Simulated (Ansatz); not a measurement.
# CAM-B3LYP/aug-cc-pVDZ run of [SiCl3]+ (SMILES Cl[Si+](Cl)Cl)

What is the vertical singlet–triplet gap of [SiCl3]+ at CAM-B3LYP/aug-cc-pVDZ? 

The results are computed with Ansatz 0.2.0.

1 further run of the same task is left out (it didn't finish).

### Step 1. The structure to begin with

The species is [SiCl3]+ (4 atoms), meant as a singlet with charge +1. As SMILES, `Cl[Si+](Cl)Cl`. Geometry: relaxed at PBE0-D4/def2-TZVP.

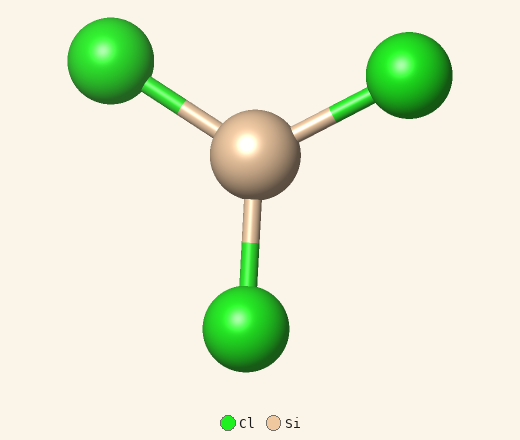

The structure, seen from a chosen angle (chlorine green, silicon light orange).

### Step 2. The energy at CAM-B3LYP/aug-cc-pVDZ

The input, run.yaml:

```yaml
crystal:
  periodic: [false, false, false]
  atoms:
    - {symbol: Cl, position_ang: [-1.556000, -0.622300, 0.990900]}
    - {symbol: Si, position_ang: [-0.000000, -0.000100, -0.000100]}
    - {symbol: Cl, position_ang: [1.772000, -0.669600, 0.449500]}
    - {symbol: Cl, position_ang: [-0.216000, 1.292000, -1.440300]}
basis:
  gaussian: {orbitals: aug-cc-pVDZ}
total_charge: 1
hamiltonian: {xc: {name: CAM-B3LYP}}
accuracy: high
output: {orbitals: {seedname: orbitals}}
```

The run is started by

```
$ ansatz run run.yaml --threads 1 --pin off --max-ram 3480MiB --events-out events.jsonl --progress --plain --runs-dir runs
```

Output:

```text
Warning: RAYON_NUM_THREADS=1 ignored (pool sized by the plan → 1); use --threads N
Functional definition: CAM-B3LYP
  name "CAM-B3LYP"
  parameter alpha = 0.19
  parameter beta = 0.46
  parameter omega = 0.33/bohr
  parameter ac = 0.81
  exchange = (1 - alpha - beta)*b88_x + beta*b88_x_sr(omega) + alpha*exact_x + beta*exact_x_lr(omega)
  correlation = (1 - ac)*vwn5_c + ac*lyp_c
2143 factors; integrals over basis functions are off by at most 3.2e-9 eV
563 factors; integrals over basis functions are off by at most 2.2e-9 eV
mean field evaluation 1: about -45440.0433 eV, gradient 2.5e1 eV
mean field evaluation 2: about -45440.5403 eV, gradient 2.1e1 eV
mean field evaluation 4: about -45441.6204 eV, gradient 3.5e-1 eV
mean field evaluation 8: about -45441.7532 eV, gradient 8.9e-3 eV
mean field evaluation 16: about -45441.7532 eV, gradient 3.6e-6 eV
mean field -45441.75316348 eV, -1669.9536272313 hartree, gradient 4.8e-8 eV, S^2 0.000000; 0 other end points of the search recorded, 0 dependent functions left out
reference -45441.75318472 eV, -1669.9536280118 hartree; 32, 32 occupied and 76, 76 virtual orbitals, 2143 factors
Total energy: -45441.75318472 eV, -1669.9536280118 hartree
```

Wall time 14 s (1 thread of Arm Neoverse V2, shared host); peak memory 0.49 GiB.

### Step 3. The triplet at the same level

The input, in.yaml:

```yaml
crystal:
  periodic: [false, false, false]
  atoms:
    - symbol: Cl
      position_ang: [-1.556000, -0.622300, 0.990900]
    - symbol: Si
      position_ang: [-0.000000, -0.000100, -0.000100]
    - symbol: Cl
      position_ang: [1.772000, -0.669600, 0.449500]
    - symbol: Cl
      position_ang: [-0.216000, 1.292000, -1.440300]
basis:
  gaussian:
    orbitals: aug-cc-pVDZ
total_charge: 1
magnetization:
  spin_polarized: true
  initial_magnetization: 2
hamiltonian:
  xc: {name: CAM-B3LYP}
accuracy: high
output:
  orbitals: {seedname: orbitals}
```

The run is started by

```
$ ansatz run in.yaml --threads 1 --pin off --max-ram 3480MiB --events-out events.jsonl --progress --plain --runs-dir runs
```

Output:

```text
Warning: RAYON_NUM_THREADS=1 ignored (pool sized by the plan → 1); use --threads N
Functional definition: CAM-B3LYP
  name "CAM-B3LYP"
  parameter alpha = 0.19
  parameter beta = 0.46
  parameter omega = 0.33/bohr
  parameter ac = 0.81
  exchange = (1 - alpha - beta)*b88_x + beta*b88_x_sr(omega) + alpha*exact_x + beta*exact_x_lr(omega)
  correlation = (1 - ac)*vwn5_c + ac*lyp_c
2143 factors; integrals over basis functions are off by at most 3.2e-9 eV
563 factors; integrals over basis functions are off by at most 2.2e-9 eV
mean field evaluation 1: about -45434.5153 eV, gradient 1.4e1 eV
mean field evaluation 2: about -45435.2253 eV, gradient 7.6e0 eV
mean field evaluation 4: about -45435.4928 eV, gradient 5.8e-1 eV
mean field evaluation 8: about -45435.6184 eV, gradient 3.8e-2 eV
mean field evaluation 16: about -45435.6184 eV, gradient 1.6e-3 eV
mean field evaluation 32: about -45435.9788 eV, gradient 1.0e0 eV
mean field -45436.06982128 eV, -1669.7447682579 hartree, gradient 5.7e-8 eV, S^2 2.012096; 6 other end points of the search recorded, 0 dependent functions left out
reference -45436.06984239 eV, -1669.7447690336 hartree; 33, 31 occupied and 75, 77 virtual orbitals, 2143 factors
Total energy: -45436.06984239 eV, -1669.7447690336 hartree
```

Run time: 47 s. Hardware: 1 thread of Arm Neoverse V2, shared host; peak memory 0.72 GiB.

### Step 4. Summary of results

Level: CAM-B3LYP/aug-cc-pVDZ.

```
                                        quantity           value
                           singlet: total energy  -1669.95363 Eh
                            singlet: HOMO energy       -16.82 eV
                            singlet: LUMO energy        -7.28 eV
                          singlet: HOMO–LUMO gap         9.55 eV
                           triplet: total energy  -1669.74477 Eh
     triplet: HOMO energy (highest over α and β)       -11.32 eV
                                   triplet: ⟨S²⟩           2.012
vertical energy of the triplet above the singlet        5.683 eV
```

At this shape the triplet lies 5.68 eV (548 kJ/mol) above the singlet.
